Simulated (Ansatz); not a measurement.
```xyz
6

C    -0.7385    0.0953   -0.8363
B    -0.3387    1.3430   -1.4646
H     0.6247    1.9922   -1.0723
H    -0.2189   -0.3501    0.0182
H    -0.9427    1.8151   -2.4215
H    -1.5931   -0.5053   -1.1643
```

Geometry: r2SCAN-D4/def2-TZVPD; the highest occupied orbital lies above zero, a sign that basis and functional describe the outermost electron poorly.

The calculation used isolated molecule in a Gaussian basis; Kohn-Sham density functional theory, functional PBE0 (Ansatz 0.2.0).

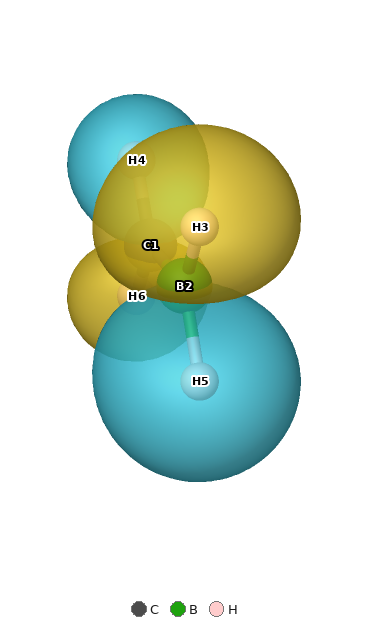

CH4B (charge −1). The HOMO−1 at ±0.08 Å⁻³ᐟ² (yellow and cyan are the two phases), seen at an oblique angle.

Where does this orbital lie, and at what energy?

Answer. Its weight (Hirshfeld) is mainly on B2 (about 30 %), H3 (about 25 %), H5 (about 25 %) and C1 (about 10 %); it is symmetric in the molecular plane (an in-plane orbital: σ, lone-pair or in-plane π type). Its energy is −2.30 eV.
